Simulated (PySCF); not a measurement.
# USVWN5/STO-3G run of MgSH (SMILES [Mg][SH])

What is the energy change on altering one bond length of MgSH at USVWN5/STO-3G? Input form: a Python script.

The results are computed with PySCF 2.14.0.

10 further runs of the same task are left out: 4 that didn't finish, 6 set aside as unsound or not needed.

### Step 1. The system as given

The species is MgSH (3 atoms), meant as a doublet with charge 0. SMILES: `[Mg][SH]`. Geometry: relaxed at PBE0-D4/def2-TZVP.

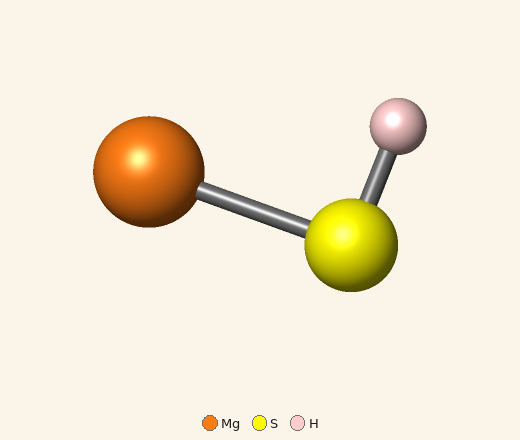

Viewed from a chosen angle; magnesium orange, sulfur yellow, hydrogen pink.

### Step 2. A single-point energy at USVWN5/STO-3G

The input, calc.py:

```python
from pyscf import gto, dft

system = gto.M(
    atom=[
    ('Mg', (1.366100, -0.566400, 0.678300)),
    ('S', (-0.680600, -0.418400, -0.415200)),
    ('H', (-0.696400, 0.920100, -0.276400)),
],
    charge=0,
    max_memory=1860,
    basis='sto-3g',
    spin=1,
    verbose=3,
)

ks = dft.UKS(system)
ks.xc = 'svwn'
ks.conv_tol = 1e-10
ks.grids.level = 5
ks.kernel()
if not ks.converged:
    ks = ks.newton().run(ks.mo_coeff, ks.mo_occ)

e_tot = ks.e_tot
print('Final energy', e_tot)
```

Command:

```sh
$ OMP_NUM_THREADS=1 python calc.py
```

What it wrote:

```text
converged SCF energy = -589.493253824247  <S^2> = 0.750621  2S+1 = 2.0006209
Final energy -589.4932538242474
```

Run time: 4.5 s. Hardware: 1 thread of Arm Neoverse V1, shared host; peak memory 0.13 GiB.

### Step 3. The distorted shape

The input, geometry.xyz:

```xyz
3
HMgS
Mg     1.378740    -1.637214     0.567259
S     -0.667960    -1.489214    -0.526241
H     -0.696400     0.920100    -0.276400
```

The input, calc.py:

```python
from pyscf import gto, dft

mol = gto.M(
    atom='geometry.xyz',
    charge=0,
    basis='sto-3g',
    max_memory=1860,
    verbose=3,
    spin=1,
)

mf = dft.UKS(mol)
mf.xc = 'svwn'
mf.grids.level = 5
mf.conv_tol = 1e-10
mf.kernel()
if not mf.converged:
    mf = mf.newton().run(mf.mo_coeff, mf.mo_occ)

e_tot = mf.e_tot
print('E(%s) = %.9f' % ('SVWN5', e_tot))
```

Command:

```sh
$ OMP_NUM_THREADS=1 python calc.py
```

What it wrote:

```text
converged SCF energy = -589.332298920118  <S^2> = 0.80454886  2S+1 = 2.0538246
E(SVWN5) = -589.332298920
```

It took 4.8 s on 1 thread of Arm Neoverse V1, shared host; peak memory 0.13 GiB.

### Step 4. Results

At USVWN5/STO-3G:

| quantity | value |
| --- | --- |
| first shape: total energy | -589.49325 Eh |
| first shape: dipole moment | 4.17 D |
| first shape: ⟨S²⟩ | 0.751 |
| distorted shape: total energy | -589.33230 Eh |
| distorted shape: dipole moment | 5.66 D |
| distorted shape: HOMO energy (highest over α and β) | 0.91 eV |
| distorted shape: LUMO energy (lowest over α and β) | 1.03 eV |
| distorted shape: ⟨S²⟩ | 0.805 |
| energy change with the S2–H3 bond stretched from 1.346 to 2.422 Å | 4.380 eV |

What this shows: With the S2–H3 bond stretched from 1.346 to 2.422 Å the energy rises by 4.38 eV (423 kJ/mol). The first shape isn't relaxed at this level, so the change isn't measured from a minimum. The minimal basis adds a large error of its own.
